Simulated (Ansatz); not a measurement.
The reference is MgO in the rock salt structure (space group Fm-3m, No. 225; a = 4.2149 Å).

It is then changed as follows: Sr takes the place of Mg on all its sites, then cell and atoms are relaxed.

All numbers come from PBEsol, PAW, 420 eV (Ansatz, an electronic-structure program; no spin-orbit coupling), earlier PAW set.

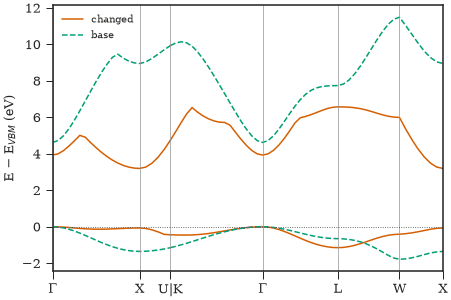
Highest valence and lowest conduction band along the path, each from its own valence-band maximum

Problem. Read the changed gap and its character from the plot.

Solution. About 3.2 eV, indirect, Γ → X.

No phonon test of stability was made.
